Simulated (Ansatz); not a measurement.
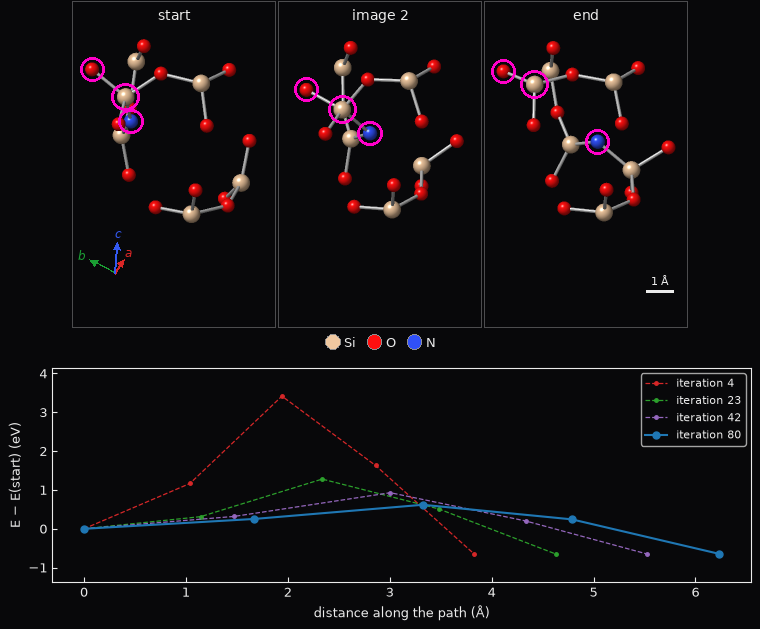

NEB run on SiO2 with an O vacancy (35 atoms in the cell, charge +1). Images are numbered from 0 (start) to 4 (end). The plot follows the band through its iterations. Style: ball-and-stick. Shown: the atoms within 4.1 Å of the middle of the path, from a free direction. The atoms that move most are ringed. Bonds to atoms that aren't drawn are left out.

The calculation used DFT PBE-D3(BJ), scalar-relativistic, plane waves, PAW in Ansatz 0.2.0. Run with plane-wave cutoff 420 eV; k-point mesh 2 × 2 × 2; Gaussian smearing 0.05 eV; 3 movable images; climbing image; force threshold 0.05 eV/Å; iteration limit 80; optimiser L-BFGS; starting path by image-dependent pair potential.

Q: Did the band converge, and can the barrier be trusted?

A: The result isn't final. The band hadn't converged when the run stopped after 80 iterations. The barrier read from it is provisional, though the highest image hardly moved in the last two iterations. The first iteration put the highest image at 4.99 eV. Forward barrier 0.62 eV, backward barrier 1.27 eV, with image 2 at the top; the reaction energy is −0.65 eV.

Limits of the set-up: the periodic images lie only 7.3 Å apart, so the values are limited by the cell's size; the cell is charged, on a uniform background, and energies carry no finite-size correction.

Cost: 38 min on 4 threads of Arm Neoverse V1 (shared host), peak memory 2.4 GiB.

PAW datasets: the set soft_1.
